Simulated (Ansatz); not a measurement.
# Molecular dynamics, with input and output: CH4Cl2Si (part 1 of 2)

System: CH4Cl2Si.
Method: RHF/6-31G* (Ansatz 0.2.0).

It belongs to a series of runs on one base structure; here: dynamics from the start. Figures and captions count atoms from 1; the log counts them from 0 in places.

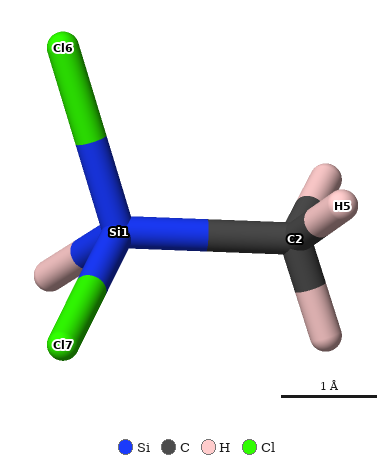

The starting structure (stick view, seen at a tilt; atoms are numbered from 1 in the order of the input). Bond lengths as drawn: Cl–Si 2.06 Å, C–H 1.08 to 1.09 Å, C–Si 1.86 Å and H–Si 1.46 Å.

Results in brief

- outcome: finished
- mean temperature over the second half: 324 K
- trajectory: 150 steps, 37.5 fs
- ensemble: nvt_langevin
- temperature in the input: 500.0 K
- time step: 0.25 fs
- potential energy (last step): −33964.8023 eV
- mean-field energy (last step): −33964.8023 eV
- largest force (length of the vector) (last step): 1.882 eV/Å
- hardware: 1 thread of Arm Neoverse V1, 24 GiB of memory available, shared host
- wall time: 4.5 min
- peak memory: 0.15 GiB

Remarks

So short a trajectory is not equilibrated. The logged temperature at the start can lie below the typed one, since it is counted over all degrees of freedom. The temperature stays far from the 500 K of the thermostat over the second half: the run isn't equilibrated.

Input
```yaml
crystal:
  periodic: [false, false, false]
  atoms:
    - { symbol: Si, position_ang: [0.007067, -0.00658, 0.007849] }
    - { symbol: C, position_ang: [0.007073, 0.00959, 1.871971] }
    - { symbol: H, position_ang: [-1.00742, -0.064176, 2.252274] }
    - { symbol: H, position_ang: [0.578399, -0.828949, 2.258888] }
    - { symbol: H, position_ang: [0.446773, 0.92464, 2.254669] }
    - { symbol: Cl, position_ang: [1.939824, 0.137315, -0.688775] }
    - { symbol: Cl, position_ang: [-1.079694, 1.592639, -0.70136] }
    - { symbol: H, position_ang: [-0.574322, -1.21778, -0.568816] }
basis:
  gaussian: { orbitals: "6-31G*" }
hamiltonian:
  xc: hf
md:
  timestep: 0.25
  n_steps: 150
  ensemble: nvt_langevin
  temperature: 500.0
  initial_velocities: maxwell_boltzmann
  seed: 342902
  friction: 0.01
  masses: [{ species: H, mass: 2.014 }]
```

Launched with:
```bash
ansatz run input.yaml --threads 1 --pin off --max-ram 2048MiB --backend cpu --events-out ev --progress --plain --runs-dir out
```

Output
```
Engine: ansatz 0.2.0, aarch64-unknown-linux-gnu
Functional definition: HF
  exchange = exact_x
  correlation = 0
852 factors; integrals over basis functions are off by at most 4.3e-4 eV
mean field evaluation 1: about -33963.3941 eV, gradient 2.3e1 eV
mean field evaluation 2: about -33963.4506 eV, gradient 2.3e1 eV
mean field evaluation 4: about -33965.0679 eV, gradient 2.0e0 eV
mean field evaluation 8: about -33965.0868 eV, gradient 2.6e-4 eV
mean field -33965.08677107 eV, -1248.1939164742 hartree, gradient 1.7e-5 eV, S^2 0.000000; 0 other end points of the search recorded, 0 dependent functions left out
the calculation of the forces begins
reference -33965.08677107 eV, -1248.1939164742 hartree; 29, 29 occupied and 51, 51 virtual orbitals, 852 factors
md step     0: t =     0.00 fs  T =   437.5 K  F+E_penalty+E_count = -33965.08677107 eV  E_kin = 0.452410 eV  (32 SCF iters)
these checks for a lower state are left out or cut short: starts, cluster_reference, orbital_swaps, neighbouring_geometries, increment
852 factors; integrals over basis functions are off by at most 4.3e-4 eV
mean field evaluation 16: about -33965.0857 eV, gradient 1.6e-5 eV
mean field -33965.08571134 eV, -1248.1938775297 hartree, gradient 1.8e-5 eV, S^2 0.000000; 0 other end points of the search recorded, 0 dependent functions left out
the calculation of the forces begins
reference -33965.08571134 eV, -1248.1938775297 hartree; 29, 29 occupied and 51, 51 virtual orbitals, 852 factors
md step     1: t =     0.25 fs  T =   451.5 K  F+E_penalty+E_count = -33965.08571134 eV  E_kin = 0.466872 eV  (25 SCF iters)
[... from here on the SCF iterations and repeated set-up lines of each step are left out, up to the last step ...]
md step     2: t =     0.50 fs  T =   436.5 K  F+E_penalty+E_count = -33965.08262229 eV  E_kin = 0.451360 eV  (24 SCF iters)
md step     3: t =     0.75 fs  T =   434.3 K  F+E_penalty+E_count = -33965.07760941 eV  E_kin = 0.449147 eV  (24 SCF iters)
md step     4: t =     1.00 fs  T =   439.2 K  F+E_penalty+E_count = -33965.07070782 eV  E_kin = 0.454169 eV  (24 SCF iters)
md step     5: t =     1.25 fs  T =   428.9 K  F+E_penalty+E_count = -33965.06223842 eV  E_kin = 0.443542 eV  (25 SCF iters)
md step     6: t =     1.50 fs  T =   415.7 K  F+E_penalty+E_count = -33965.05256312 eV  E_kin = 0.429853 eV  (24 SCF iters)
md step     7: t =     1.75 fs  T =   410.4 K  F+E_penalty+E_count = -33965.04196760 eV  E_kin = 0.424373 eV  (24 SCF iters)
md step     8: t =     2.00 fs  T =   394.8 K  F+E_penalty+E_count = -33965.03090845 eV  E_kin = 0.408284 eV  (25 SCF iters)
md step     9: t =     2.25 fs  T =   401.4 K  F+E_penalty+E_count = -33965.02004175 eV  E_kin = 0.415101 eV  (25 SCF iters)
md step    10: t =     2.50 fs  T =   386.6 K  F+E_penalty+E_count = -33965.00958436 eV  E_kin = 0.399778 eV  (25 SCF iters)
md step    11: t =     2.75 fs  T =   369.3 K  F+E_penalty+E_count = -33964.99936015 eV  E_kin = 0.381846 eV  (24 SCF iters)
md step    12: t =     3.00 fs  T =   352.2 K  F+E_penalty+E_count = -33964.98952737 eV  E_kin = 0.364242 eV  (24 SCF iters)
md step    13: t =     3.25 fs  T =   340.1 K  F+E_penalty+E_count = -33964.98015491 eV  E_kin = 0.351678 eV  (24 SCF iters)
md step    14: t =     3.50 fs  T =   335.5 K  F+E_penalty+E_count = -33964.97188765 eV  E_kin = 0.346981 eV  (24 SCF iters)
md step    15: t =     3.75 fs  T =   347.3 K  F+E_penalty+E_count = -33964.96449922 eV  E_kin = 0.359168 eV  (25 SCF iters)
md step    16: t =     4.00 fs  T =   323.3 K  F+E_penalty+E_count = -33964.95781295 eV  E_kin = 0.334292 eV  (24 SCF iters)
md step    17: t =     4.25 fs  T =   304.6 K  F+E_penalty+E_count = -33964.95197009 eV  E_kin = 0.315001 eV  (25 SCF iters)
md step    18: t =     4.50 fs  T =   320.6 K  F+E_penalty+E_count = -33964.94641608 eV  E_kin = 0.331476 eV  (24 SCF iters)
md step    19: t =     4.75 fs  T =   331.7 K  F+E_penalty+E_count = -33964.94105582 eV  E_kin = 0.342963 eV  (25 SCF iters)
md step    20: t =     5.00 fs  T =   341.3 K  F+E_penalty+E_count = -33964.93600823 eV  E_kin = 0.352948 eV  (25 SCF iters)
md step    21: t =     5.25 fs  T =   326.3 K  F+E_penalty+E_count = -33964.93182924 eV  E_kin = 0.337401 eV  (25 SCF iters)
md step    22: t =     5.50 fs  T =   341.1 K  F+E_penalty+E_count = -33964.92821603 eV  E_kin = 0.352768 eV  (25 SCF iters)
md step    23: t =     5.75 fs  T =   342.7 K  F+E_penalty+E_count = -33964.92488785 eV  E_kin = 0.354408 eV  (25 SCF iters)
md step    24: t =     6.00 fs  T =   343.7 K  F+E_penalty+E_count = -33964.92194842 eV  E_kin = 0.355413 eV  (24 SCF iters)
md step    25: t =     6.25 fs  T =   320.9 K  F+E_penalty+E_count = -33964.91884187 eV  E_kin = 0.331820 eV  (32 SCF iters)
md step    26: t =     6.50 fs  T =   317.9 K  F+E_penalty+E_count = -33964.91547879 eV  E_kin = 0.328702 eV  (25 SCF iters)
md step    27: t =     6.75 fs  T =   323.4 K  F+E_penalty+E_count = -33964.91185326 eV  E_kin = 0.334419 eV  (24 SCF iters)
md step    28: t =     7.00 fs  T =   322.1 K  F+E_penalty+E_count = -33964.90762056 eV  E_kin = 0.333067 eV  (24 SCF iters)
md step    29: t =     7.25 fs  T =   309.0 K  F+E_penalty+E_count = -33964.90234520 eV  E_kin = 0.319581 eV  (25 SCF iters)
md step    30: t =     7.50 fs  T =   324.3 K  F+E_penalty+E_count = -33964.89584246 eV  E_kin = 0.335330 eV  (25 SCF iters)
md step    31: t =     7.75 fs  T =   316.0 K  F+E_penalty+E_count = -33964.88811968 eV  E_kin = 0.326764 eV  (25 SCF iters)
md step    32: t =     8.00 fs  T =   335.9 K  F+E_penalty+E_count = -33964.87916213 eV  E_kin = 0.347367 eV  (25 SCF iters)
md step    33: t =     8.25 fs  T =   334.2 K  F+E_penalty+E_count = -33964.86886425 eV  E_kin = 0.345542 eV  (25 SCF iters)
md step    34: t =     8.50 fs  T =   316.6 K  F+E_penalty+E_count = -33964.85760570 eV  E_kin = 0.327429 eV  (25 SCF iters)
md step    35: t =     8.75 fs  T =   294.5 K  F+E_penalty+E_count = -33964.84596804 eV  E_kin = 0.304534 eV  (25 SCF iters)
md step    36: t =     9.00 fs  T =   295.3 K  F+E_penalty+E_count = -33964.83402652 eV  E_kin = 0.305374 eV  (24 SCF iters)
md step    37: t =     9.25 fs  T =   262.5 K  F+E_penalty+E_count = -33964.82221532 eV  E_kin = 0.271406 eV  (24 SCF iters)
md step    38: t =     9.50 fs  T =   250.5 K  F+E_penalty+E_count = -33964.81133445 eV  E_kin = 0.259083 eV  (24 SCF iters)
md step    39: t =     9.75 fs  T =   234.9 K  F+E_penalty+E_count = -33964.80133723 eV  E_kin = 0.242861 eV  (24 SCF iters)
md step    40: t =    10.00 fs  T =   243.0 K  F+E_penalty+E_count = -33964.79204786 eV  E_kin = 0.251271 eV  (23 SCF iters)
md step    41: t =    10.25 fs  T =   224.6 K  F+E_penalty+E_count = -33964.78371444 eV  E_kin = 0.232239 eV  (25 SCF iters)
md step    42: t =    10.50 fs  T =   215.1 K  F+E_penalty+E_count = -33964.77620569 eV  E_kin = 0.222419 eV  (24 SCF iters)
md step    43: t =    10.75 fs  T =   209.1 K  F+E_penalty+E_count = -33964.76972790 eV  E_kin = 0.216258 eV  (25 SCF iters)
md step    44: t =    11.00 fs  T =   205.6 K  F+E_penalty+E_count = -33964.76388434 eV  E_kin = 0.212656 eV  (25 SCF iters)
md step    45: t =    11.25 fs  T =   188.4 K  F+E_penalty+E_count = -33964.75864065 eV  E_kin = 0.194801 eV  (24 SCF iters)
md step    46: t =    11.50 fs  T =   188.2 K  F+E_penalty+E_count = -33964.75491071 eV  E_kin = 0.194586 eV  (24 SCF iters)
md step    47: t =    11.75 fs  T =   180.4 K  F+E_penalty+E_count = -33964.75262468 eV  E_kin = 0.186577 eV  (23 SCF iters)
md step    48: t =    12.00 fs  T =   177.8 K  F+E_penalty+E_count = -33964.75195927 eV  E_kin = 0.183853 eV  (23 SCF iters)
md step    49: t =    12.25 fs  T =   197.5 K  F+E_penalty+E_count = -33964.75246564 eV  E_kin = 0.204222 eV  (24 SCF iters)
md step    50: t =    12.50 fs  T =   201.6 K  F+E_penalty+E_count = -33964.75328889 eV  E_kin = 0.208476 eV  (23 SCF iters)
md step    51: t =    12.75 fs  T =   198.5 K  F+E_penalty+E_count = -33964.75484950 eV  E_kin = 0.205256 eV  (23 SCF iters)
md step    52: t =    13.00 fs  T =   193.1 K  F+E_penalty+E_count = -33964.75742323 eV  E_kin = 0.199685 eV  (32 SCF iters)
md step    53: t =    13.25 fs  T =   189.5 K  F+E_penalty+E_count = -33964.76040338 eV  E_kin = 0.195929 eV  (24 SCF iters)
md step    54: t =    13.50 fs  T =   209.4 K  F+E_penalty+E_count = -33964.76307521 eV  E_kin = 0.216567 eV  (24 SCF iters)
md step    55: t =    13.75 fs  T =   215.7 K  F+E_penalty+E_count = -33964.76560357 eV  E_kin = 0.223042 eV  (23 SCF iters)
md step    56: t =    14.00 fs  T =   239.7 K  F+E_penalty+E_count = -33964.76802880 eV  E_kin = 0.247850 eV  (23 SCF iters)
md step    57: t =    14.25 fs  T =   265.5 K  F+E_penalty+E_count = -33964.77010959 eV  E_kin = 0.274598 eV  (25 SCF iters)
md step    58: t =    14.50 fs  T =   265.5 K  F+E_penalty+E_count = -33964.77125210 eV  E_kin = 0.274519 eV  (25 SCF iters)
md step    59: t =    14.75 fs  T =   262.3 K  F+E_penalty+E_count = -33964.77132063 eV  E_kin = 0.271262 eV  (25 SCF iters)
md step    60: t =    15.00 fs  T =   270.9 K  F+E_penalty+E_count = -33964.77095608 eV  E_kin = 0.280162 eV  (25 SCF iters)
md step    61: t =    15.25 fs  T =   272.0 K  F+E_penalty+E_count = -33964.77037731 eV  E_kin = 0.281304 eV  (25 SCF iters)
md step    62: t =    15.50 fs  T =   267.9 K  F+E_penalty+E_count = -33964.77025436 eV  E_kin = 0.277023 eV  (25 SCF iters)
md step    63: t =    15.75 fs  T =   276.4 K  F+E_penalty+E_count = -33964.77064783 eV  E_kin = 0.285788 eV  (24 SCF iters)
md step    64: t =    16.00 fs  T =   256.1 K  F+E_penalty+E_count = -33964.77090681 eV  E_kin = 0.264834 eV  (23 SCF iters)
md step    65: t =    16.25 fs  T =   250.1 K  F+E_penalty+E_count = -33964.77133253 eV  E_kin = 0.258640 eV  (24 SCF iters)
md step    66: t =    16.50 fs  T =   253.4 K  F+E_penalty+E_count = -33964.77248507 eV  E_kin = 0.262061 eV  (23 SCF iters)
md step    67: t =    16.75 fs  T =   249.3 K  F+E_penalty+E_count = -33964.77453114 eV  E_kin = 0.257792 eV  (23 SCF iters)
md step    68: t =    17.00 fs  T =   253.9 K  F+E_penalty+E_count = -33964.77737187 eV  E_kin = 0.262547 eV  (24 SCF iters)
md step    69: t =    17.25 fs  T =   276.1 K  F+E_penalty+E_count = -33964.78064860 eV  E_kin = 0.285548 eV  (24 SCF iters)
md step    70: t =    17.50 fs  T =   288.6 K  F+E_penalty+E_count = -33964.78441910 eV  E_kin = 0.298394 eV  (24 SCF iters)
md step    71: t =    17.75 fs  T =   288.8 K  F+E_penalty+E_count = -33964.78832031 eV  E_kin = 0.298676 eV  (25 SCF iters)
md step    72: t =    18.00 fs  T =   298.9 K  F+E_penalty+E_count = -33964.79157477 eV  E_kin = 0.309078 eV  (25 SCF iters)
md step    73: t =    18.25 fs  T =   292.4 K  F+E_penalty+E_count = -33964.79448561 eV  E_kin = 0.302403 eV  (25 SCF iters)
md step    74: t =    18.50 fs  T =   277.3 K  F+E_penalty+E_count = -33964.79746555 eV  E_kin = 0.286769 eV  (25 SCF iters)
md step    75: t =    18.75 fs  T =   261.7 K  F+E_penalty+E_count = -33964.80006079 eV  E_kin = 0.270624 eV  (25 SCF iters)
md step    76: t =    19.00 fs  T =   261.8 K  F+E_penalty+E_count = -33964.80205594 eV  E_kin = 0.270684 eV  (24 SCF iters)
md step    77: t =    19.25 fs  T =   265.7 K  F+E_penalty+E_count = -33964.80342706 eV  E_kin = 0.274734 eV  (24 SCF iters)
md step    78: t =    19.50 fs  T =   253.0 K  F+E_penalty+E_count = -33964.80391510 eV  E_kin = 0.261661 eV  (24 SCF iters)
md step    79: t =    19.75 fs  T =   232.2 K  F+E_penalty+E_count = -33964.80405965 eV  E_kin = 0.240092 eV  (33 SCF iters)
md step    80: t =    20.00 fs  T =   235.3 K  F+E_penalty+E_count = -33964.80455313 eV  E_kin = 0.243270 eV  (25 SCF iters)
md step    81: t =    20.25 fs  T =   254.8 K  F+E_penalty+E_count = -33964.80533970 eV  E_kin = 0.263501 eV  (25 SCF iters)
md step    82: t =    20.50 fs  T =   272.6 K  F+E_penalty+E_count = -33964.80654377 eV  E_kin = 0.281846 eV  (25 SCF iters)
md step    83: t =    20.75 fs  T =   272.3 K  F+E_penalty+E_count = -33964.80791941 eV  E_kin = 0.281564 eV  (24 SCF iters)
md step    84: t =    21.00 fs  T =   275.1 K  F+E_penalty+E_count = -33964.80954593 eV  E_kin = 0.284429 eV  (25 SCF iters)
md step    85: t =    21.25 fs  T =   275.1 K  F+E_penalty+E_count = -33964.81146672 eV  E_kin = 0.284431 eV  (25 SCF iters)
md step    86: t =    21.50 fs  T =   257.6 K  F+E_penalty+E_count = -33964.81383159 eV  E_kin = 0.266360 eV  (24 SCF iters)
md step    87: t =    21.75 fs  T =   270.8 K  F+E_penalty+E_count = -33964.81732624 eV  E_kin = 0.280031 eV  (25 SCF iters)
md step    88: t =    22.00 fs  T =   279.8 K  F+E_penalty+E_count = -33964.82149523 eV  E_kin = 0.289386 eV  (25 SCF iters)
md step    89: t =    22.25 fs  T =   284.7 K  F+E_penalty+E_count = -33964.82608162 eV  E_kin = 0.294414 eV  (25 SCF iters)
md step    90: t =    22.50 fs  T =   290.4 K  F+E_penalty+E_count = -33964.83128123 eV  E_kin = 0.300266 eV  (25 SCF iters)
md step    91: t =    22.75 fs  T =   282.3 K  F+E_penalty+E_count = -33964.83645104 eV  E_kin = 0.291906 eV  (25 SCF iters)
md step    92: t =    23.00 fs  T =   299.2 K  F+E_penalty+E_count = -33964.84120433 eV  E_kin = 0.309432 eV  (25 SCF iters)
md step    93: t =    23.25 fs  T =   306.8 K  F+E_penalty+E_count = -33964.84605420 eV  E_kin = 0.317300 eV  (25 SCF iters)
md step    94: t =    23.50 fs  T =   313.2 K  F+E_penalty+E_count = -33964.85095196 eV  E_kin = 0.323822 eV  (25 SCF iters)
md step    95: t =    23.75 fs  T =   324.5 K  F+E_penalty+E_count = -33964.85553448 eV  E_kin = 0.335579 eV  (24 SCF iters)
md step    96: t =    24.00 fs  T =   324.8 K  F+E_penalty+E_count = -33964.85967689 eV  E_kin = 0.335907 eV  (24 SCF iters)
md step    97: t =    24.25 fs  T =   322.4 K  F+E_penalty+E_count = -33964.86331777 eV  E_kin = 0.333380 eV  (25 SCF iters)
md step    98: t =    24.50 fs  T =   315.0 K  F+E_penalty+E_count = -33964.86633772 eV  E_kin = 0.325761 eV  (25 SCF iters)
md step    99: t =    24.75 fs  T =   321.1 K  F+E_penalty+E_count = -33964.86881538 eV  E_kin = 0.331997 eV  (24 SCF iters)
md step   100: t =    25.00 fs  T =   333.6 K  F+E_penalty+E_count = -33964.87048879 eV  E_kin = 0.344959 eV  (25 SCF iters)
md step   101: t =    25.25 fs  T =   328.8 K  F+E_penalty+E_count = -33964.87093516 eV  E_kin = 0.340032 eV  (24 SCF iters)
md step   102: t =    25.50 fs  T =   331.9 K  F+E_penalty+E_count = -33964.86993518 eV  E_kin = 0.343188 eV  (24 SCF iters)
md step   103: t =    25.75 fs  T =   340.4 K  F+E_penalty+E_count = -33964.86786969 eV  E_kin = 0.352034 eV  (25 SCF iters)
md step   104: t =    26.00 fs  T =   329.3 K  F+E_penalty+E_count = -33964.86533473 eV  E_kin = 0.340479 eV  (25 SCF iters)
md step   105: t =    26.25 fs  T =   324.4 K  F+E_penalty+E_count = -33964.86259272 eV  E_kin = 0.335472 eV  (25 SCF iters)
md step   106: t =    26.50 fs  T =   322.9 K  F+E_penalty+E_count = -33964.85996198 eV  E_kin = 0.333873 eV  (32 SCF iters)
md step   107: t =    26.75 fs  T =   317.4 K  F+E_penalty+E_count = -33964.85751596 eV  E_kin = 0.328186 eV  (25 SCF iters)
md step   108: t =    27.00 fs  T =   304.6 K  F+E_penalty+E_count = -33964.85522343 eV  E_kin = 0.314967 eV  (25 SCF iters)
md step   109: t =    27.25 fs  T =   299.5 K  F+E_penalty+E_count = -33964.85289289 eV  E_kin = 0.309660 eV  (25 SCF iters)
md step   110: t =    27.50 fs  T =   283.6 K  F+E_penalty+E_count = -33964.85082584 eV  E_kin = 0.293262 eV  (24 SCF iters)
md step   111: t =    27.75 fs  T =   298.2 K  F+E_penalty+E_count = -33964.84958280 eV  E_kin = 0.308355 eV  (23 SCF iters)
md step   112: t =    28.00 fs  T =   287.4 K  F+E_penalty+E_count = -33964.84925781 eV  E_kin = 0.297171 eV  (24 SCF iters)
md step   113: t =    28.25 fs  T =   298.3 K  F+E_penalty+E_count = -33964.84952957 eV  E_kin = 0.308425 eV  (23 SCF iters)
md step   114: t =    28.50 fs  T =   305.3 K  F+E_penalty+E_count = -33964.84950027 eV  E_kin = 0.315701 eV  (24 SCF iters)
md step   115: t =    28.75 fs  T =   300.1 K  F+E_penalty+E_count = -33964.84879026 eV  E_kin = 0.310322 eV  (23 SCF iters)
md step   116: t =    29.00 fs  T =   320.5 K  F+E_penalty+E_count = -33964.84825076 eV  E_kin = 0.331433 eV  (24 SCF iters)
md step   117: t =    29.25 fs  T =   320.0 K  F+E_penalty+E_count = -33964.84764941 eV  E_kin = 0.330889 eV  (23 SCF iters)
md step   118: t =    29.50 fs  T =   315.2 K  F+E_penalty+E_count = -33964.84687828 eV  E_kin = 0.325951 eV  (25 SCF iters)
```
